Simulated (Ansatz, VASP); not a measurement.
# V (V(100)) in two plane-wave programs

Wanted: the spread between two codes on one cell, functional and k mesh.

Method: plane waves, with VASP 6.6.1 beside it; single point at LDA, in Ansatz 0.2.0.

## (1) The starting structure

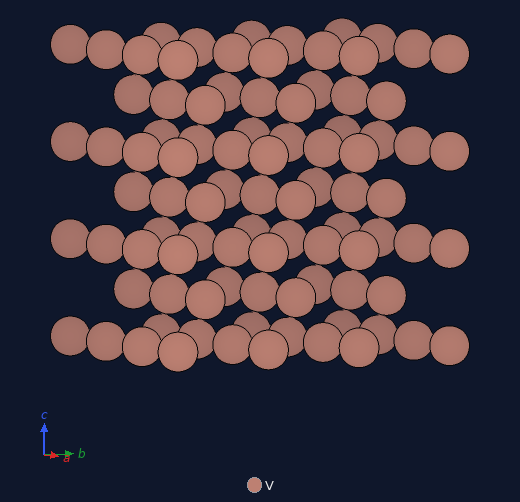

Start, viewed from the side, with the c axis up; vanadium pink. 3×3×1 cells are drawn. Some periodic images of atoms are drawn too.

The cell holds 7 atoms: 7 V. Cell: a = 3.020 Å, b = 3.020 Å, c = 27.060 Å, α = 90.0°, β = 90.0°, γ = 90.0°. Vacuum lies along c.

Coordinates:

```
V
1.0
     3.02000    0.00000    0.00000
     0.00000    3.02000    0.00000
     0.00000    0.00000   27.06000
V
7
Direct
  0.00000 0.00000 0.33259
  0.50000 0.50000 0.38840
  0.00000 0.00000 0.44420
  0.50000 0.50000 0.50000
  0.00000 0.00000 0.55580
  0.50000 0.50000 0.61160
  0.00000 0.00000 0.66741
```

## (2) VASP: single point, LDA

A single point gives forces, pressure and levels at one fixed geometry, so differences don't come from the geometry; what else differs is listed under the comparison.

Lines of VASP's logs that name or quote its potential files are left out, and so is its time.

INCAR

```
SYSTEM = V
PREC = Normal
ENCUT = 300
EDIFF = 1E-06
NELM = 120
ISMEAR = -1
SIGMA = 0.1
LREAL = .FALSE.
ALGO = Fast
GGA = CA
NBANDS = 39
ISPIN = 2
MAGMOM = 2 2 2 2 2 2 2
LMAXMIX = 4
LORBIT = 11
LWAVE = .FALSE.
LCHARG = .TRUE.
IDIPOL = 3
LDIPOL = .TRUE.
DIPOL = 0.5 0.5 0.5
LVHAR = .TRUE.
LVACPOTAV = .TRUE.
LELF = .TRUE.
NEDOS = 1500
```

POSCAR

```
V
1.0
    3.0200000000      0.0000000000      0.0000000000
    0.0000000000      3.0200000000      0.0000000000
    0.0000000000      0.0000000000     27.0600000000
V
7
Direct
    0.0000000000      0.0000000000      0.3325942350
    0.5000000000      0.5000000000      0.3883961567
    0.0000000000      0.0000000000      0.4441980783
    0.5000000000      0.5000000000      0.5000000000
    0.0000000000      0.0000000000      0.5558019217
    0.5000000000      0.5000000000      0.6116038433
    0.0000000000      0.0000000000      0.6674057650
```

KPOINTS

```
Automatic mesh
0
Gamma
14 14 1
0 0 0
```

Potentials, in the order of the species: V (LDA family, release 64).

The run is started by

```console
> mpirun -np 2 vasp_std
```

Numbers of over 12 decimals in the logs are rounded to 6 here.

The program printed:

```text
[banner, memory and clock lines left out]
running    2 mpi-ranks, on    1 nodes
 distrk:  each k-point on    2 cores,    1 groups
 distr:  one band on    1 cores,    2 groups

 POSCAR found type information on POSCAR V
 POSCAR found :  1 types and       7 ions
 LDA part: xc-table for (Slater(with rela. corr.)+CA(PZ))
 , standard interpolation
|                                                                             |
|           W    W    AA    RRRRR   N    N  II  N    N   GGGG   !!!           |
|           W    W   A  A   R    R  NN   N  II  NN   N  G    G  !!!           |
|           W    W  A    A  R    R  N N  N  II  N N  N  G       !!!           |
|           W WW W  AAAAAA  RRRRR   N  N N  II  N  N N  G  GGG   !            |
|           WW  WW  A    A  R   R   N   NN  II  N   NN  G    G                |
|           W    W  A    A  R    R  N    N  II  N    N   GGGG   !!!           |
|                                                                             |
|     The number of bands has been changed from the values supplied in        |
|     The orbitals not found in the WAVECAR file will be initialized with     |
|     random numbers, which is usually adequate. For correlated               |
|     calculations, however, you should redo the groundstate calculation.     |
|     I found NBANDS = 39. Now, NBANDS = 40.                                  |
|                                                                             |

 POSCAR, INCAR and KPOINTS ok, starting setup
 FFT: planning ... GRIDC
 FFT: planning ... GRID_SOFT
 FFT: planning ... GRID
 WAVECAR not read
 entering main loop
       N       E                     dE             d eps       ncg     rms          rms(c)
DAV:   1     0.215002106443E+03    0.21500E+03   -0.80046E+03  5760   0.553E+02
DAV:   2    -0.525364425009E+02   -0.26754E+03   -0.23904E+03  5760   0.178E+02
DAV:   3    -0.755899614503E+02   -0.23054E+02   -0.19824E+02  7016   0.786E+01
DAV:   4    -0.773828905424E+02   -0.17929E+01   -0.17003E+01  7288   0.256E+01
DAV:   5    -0.774719106891E+02   -0.89020E-01   -0.88513E-01  8416   0.508E+00    0.336E+01
RMM:   6    -0.163454980813E+03   -0.85983E+02   -0.16144E+02  9250   0.999E+01    0.798E+01
RMM:   7    -0.623699560641E+02    0.10109E+03   -0.21062E+01  5764   0.395E+01    0.157E+01
RMM:   8    -0.711528299079E+02   -0.87829E+01   -0.16271E+01  5961   0.286E+01    0.282E+01
RMM:   9    -0.649365934068E+02    0.62162E+01   -0.58685E+00  5796   0.196E+01    0.153E+01
RMM:  10    -0.634630484463E+02    0.14735E+01   -0.18476E+00  6653   0.753E+00    0.106E+01
RMM:  11    -0.634879018851E+02   -0.24853E-01   -0.86986E-01  6207   0.610E+00    0.902E+00
RMM:  12    -0.642093119124E+02   -0.72141E+00   -0.74441E-01  6147   0.584E+00    0.102E+01
RMM:  13    -0.639030134647E+02    0.30630E+00   -0.32992E-01  6573   0.352E+00    0.522E+00
RMM:  14    -0.647075501734E+02   -0.80454E+00   -0.49242E-01  7278   0.340E+00    0.436E+00
[...]
RMM:  40    -0.655397321838E+02   -0.41651E-04   -0.10181E-04  7370   0.440E-02    0.274E-02
RMM:  41    -0.655397364626E+02   -0.42787E-05   -0.28549E-05  7134   0.159E-02    0.139E-02
RMM:  42    -0.655397402958E+02   -0.38332E-05   -0.35269E-06  5274   0.851E-03    0.964E-03
RMM:  43    -0.655397435347E+02   -0.32390E-05   -0.13054E-06  4361   0.557E-03    0.508E-03
RMM:  44    -0.655397460917E+02   -0.25570E-05   -0.10195E-06  4233   0.381E-03    0.338E-03
RMM:  45    -0.655397480232E+02   -0.19314E-05   -0.11876E-06  4361   0.395E-03    0.199E-03
RMM:  46    -0.655397500131E+02   -0.19899E-05   -0.25489E-06  5610   0.546E-03    0.101E-03
RMM:  47    -0.655397508242E+02   -0.81110E-06   -0.54070E-07  3775   0.420E-03
|                                                                             |
|           W    W    AA    RRRRR   N    N  II  N    N   GGGG   !!!           |
|           W    W   A  A   R    R  NN   N  II  NN   N  G    G  !!!           |
|           W    W  A    A  R    R  N N  N  II  N N  N  G       !!!           |
|           W WW W  AAAAAA  RRRRR   N  N N  II  N  N N  G  GGG   !            |
|           WW  WW  A    A  R   R   N   NN  II  N   NN  G    G                |
|           W    W  A    A  R    R  N    N  II  N    N   GGGG   !!!           |
|                                                                             |
|     Did not find any points to average over, which means that no vacuum     |
|     field-free region was found. Please increase the size of  your cell     |
|     in the dimension of the dipole correction to obtain accurate            |
|     workfunction values.                                                    |
|                                                                             |

   1 F= -.65539751E+02 E0= -.65343734E+02  d E =-.392033E+00  mag=     0.0002
```

From OUTCAR (step 2):

```text
ion  position               nearest neighbor table
   1  0.000  0.000  0.333-   2 2.62   2 2.62   2 2.62   2 2.62   3 3.02
   2  0.500  0.500  0.388-   3 2.62   3 2.62   3 2.62   3 2.62   1 2.62   1 2.62   1 2.62   1 2.62
                             4 3.02
   3  0.000  0.000  0.444-   2 2.62   2 2.62   2 2.62   2 2.62   4 2.62   4 2.62   4 2.62   4 2.62
                             1 3.02   5 3.02
   4  0.500  0.500  0.500-   3 2.62   5 2.62   3 2.62   5 2.62   3 2.62   5 2.62   3 2.62   5 2.62
                             2 3.02   6 3.02
   5  0.000  0.000  0.556-   6 2.62   6 2.62   6 2.62   6 2.62   4 2.62   4 2.62   4 2.62   4 2.62
                             7 3.02   3 3.02
   6  0.500  0.500  0.612-   5 2.62   5 2.62   5 2.62   5 2.62   7 2.62   7 2.62   7 2.62   7 2.62
                             4 3.02
   7  0.000  0.000  0.667-   6 2.62   6 2.62   6 2.62   6 2.62   5 3.02

  LATTYP: Found a simple tetragonal cell.
 ALAT       =     3.0200000000
 C/A-ratio  =     8.9602649007

 Subroutine GETGRP returns: Found 16 space group operations
 (whereof 16 operations were pure point group operations)

The static configuration has the point symmetry D_4h.

 Found     36 irreducible k-points:

   k-points           NKPTS =     36   k-points in BZ     NKDIM =     36   number of bands    NBANDS=     40

   dimension x,y,z NGX =    14 NGY =   14 NGZ =  120
   dimension x,y,z NGXF=    28 NGYF=   28 NGZF=  240

   ENCUT  =  300.0 eV  22.05 Ry    4.70 a.u.   4.27  4.27 38.22*2*pi/ulx,y,z

   NELECT =      35.0000    total number of electrons

 k-points in reciprocal lattice and weights: Automatic mesh
   0.00000000  0.00000000  0.00000000       0.005
   0.07142857  0.00000000  0.00000000       0.020
   0.14285714  0.00000000  0.00000000       0.020
   0.21428571  0.00000000  0.00000000       0.020
   0.28571429  0.00000000  0.00000000       0.020
   0.35714286  0.00000000  0.00000000       0.020
   0.42857143  0.00000000  0.00000000       0.020
   0.50000000  0.00000000  0.00000000       0.010
   0.07142857  0.07142857  0.00000000       0.020
[...]
0.50000000  0.42857143  0.00000000       0.020
   0.50000000  0.50000000  0.00000000       0.005

 dipolmoment           0.000000      0.000000     -0.000000 electrons x Angstroem

 average (electrostatic) potential at core
       1 -46.2575       2 -45.7703       3 -45.6805       4 -45.6648       5 -45.6805
       6 -45.7703       7 -46.2575

 E-fermi :  -0.0217

 spin component 1
 k-point     1 :       0.0000    0.0000    0.0000
  band No.  band energies     occupation
    ...
      7      -2.4971      1.00000
      8      -2.4406      1.00000
      9      -2.4219      1.00000
     10      -1.7151      1.00000
     11      -0.7785      0.99948
     12      -0.0198      0.49520
     13      -0.0013      0.44902
     14       0.1848      0.11250
     15       0.1848      0.11250
     16       0.2132      0.08709
    ...

 k-point     2 :       0.0714    0.0000    0.0000
  band No.  band energies     occupation
    ...
      9      -2.3805      1.00000
     10      -1.6945      1.00000
     11      -0.8092      0.99962
     12      -0.0764      0.63328
     13      -0.0365      0.53680
     14       0.0209      0.39510
     15       0.0736      0.27823
     16       0.1285      0.18206
     17       0.2067      0.09239
     18       0.2182      0.08325
    ...

 k-point     3 :       0.1429    0.0000    0.0000
  band No.  band energies     occupation
    ...
     12      -0.2749      0.92635
     13      -0.1666      0.80980
     14      -0.1363      0.75870
     15      -0.1322      0.75109
     16      -0.0354      0.53408
     17       0.0613      0.30368
     18       0.1416      0.16336
     19       0.1772      0.12037
     20       0.5172      0.00455
     21       0.5444      0.00347
    ...

 k-point     4 :       0.2143    0.0000    0.0000
  band No.  band energies     occupation
    ...
     14      -0.3961      0.97689
     15      -0.2404      0.89907
     16      -0.1661      0.80900
     17      -0.0615      0.59820
     18      -0.0419      0.55014
     19       0.1554      0.14534
     20       0.4151      0.01251
     21       0.4927      0.00580
     22       0.8270      0.00021
     23       0.8271      0.00021
    ...

 k-point     5 :       0.2857    0.0000    0.0000
  band No.  band energies     occupation
    ...
     13      -0.5031      0.99195
     14      -0.3918      0.97589
     15      -0.3358      0.95855
     16      -0.3135      0.94871
     17      -0.1655      0.80811
     18      -0.0038      0.45539
     19       0.1799      0.11752
     20       0.2436      0.06577
     21       0.3802      0.01765
     22       1.0739      0.00002
    ...

 k-point     6 :       0.3571    0.0000    0.0000
  band No.  band energies     occupation
    ...
     12      -0.5173      0.99300
     13      -0.4744      0.98929
     14      -0.4611      0.98779
     15      -0.4551      0.98705
     16      -0.2712      0.92374
     17       0.1085      0.21380
     18       0.1093      0.21241
     19       0.1493      0.15307
     20       0.2329      0.07270
     21       0.4115      0.01296
    ...

  Total      -15.5935501    -15.5935501    -12.5706384      0.0000000      0.0000000     -0.0000000
  in kB     -101.2310881   -101.2310881    -81.6067796      0.0000000      0.0000000     -0.0000000
  external PRESSURE =     -94.6896520 kB  Pullay stress =       0.0000000 kB

  energy-cutoff  :      300.00
  volume of cell :      246.80
      direct lattice vectors                 reciprocal lattice vectors
     3.020000000  0.000000000  0.000000000     0.331125828  0.000000000  0.000000000
     0.000000000  3.020000000  0.000000000     0.000000000  0.331125828  0.000000000
     0.000000000  0.000000000 27.060000000     0.000000000  0.000000000  0.036954915

 POSITION                                       TOTAL-FORCE (eV/Angst)
 -----------------------------------------------------------------------------------
      0.00000      0.00000      9.00000         0.000000     -0.000000      1.900471
      1.51000      1.51000     10.51000         0.000000      0.000000     -0.639117
      0.00000      0.00000     12.02000         0.000000     -0.000000     -0.286105
      1.51000      1.51000     13.53000         0.000000     -0.000000      0.000000
      0.00000      0.00000     15.04000        -0.000000     -0.000000      0.286105
      1.51000      1.51000     16.55000        -0.000000      0.000000      0.639117
      0.00000      0.00000     18.06000         0.000000     -0.000000     -1.900471
 -----------------------------------------------------------------------------------
    total drift:                                0.000000      0.000000     -0.000000

  FREE ENERGIE OF THE ION-ELECTRON SYSTEM (eV)
  ---------------------------------------------------
  free  energy   TOTEN  =       -65.5397508242 eV

  energy  without entropy=      -65.1477173686  energy(sigma->0) =      -65.34373410

 vacuum level on the upper side and lower side of the slab         4.055         4.055

 total charge
# of ion       s       p       d       tot
------------------------------------------
    1        0.509   0.370   3.357   4.236
    2        0.563   0.628   3.504   4.694
    3        0.561   0.636   3.516   4.713
    4        0.564   0.637   3.512   4.713
    5        0.561   0.636   3.516   4.713
    6        0.563   0.628   3.504   4.694
    7        0.509   0.370   3.357   4.236
--------------------------------------------------
tot          3.828   3.905  24.267  32.000

 magnetization (x)
# of ion       s       p       d       tot
------------------------------------------
    1       -0.000   0.000  -0.000  -0.000
    2        0.000   0.000   0.000   0.000
    3        0.000   0.000  -0.000  -0.000
    4       -0.000  -0.000  -0.000  -0.000
    5        0.000   0.000  -0.000  -0.000
    6        0.000   0.000   0.000   0.000
    7       -0.000   0.000  -0.000  -0.000
--------------------------------------------------
tot         -0.000   0.000  -0.000  -0.000

[... 6 further parts left out ...]
```

[end of part 1 of 2]

[Lines on the potential files, build, host, timing and source positions are cut from VASP's logs without a mark.]

[Logs are printed without paths, hosts, clocks, repeated set-up lines and the standing remarks that a program may print on its own settings, such as how far it seeks lower states.]

[Hosts, paths, dates, database ids (printed as entryN), source tags and the programs' standing remarks are cut or masked in the printed files.]
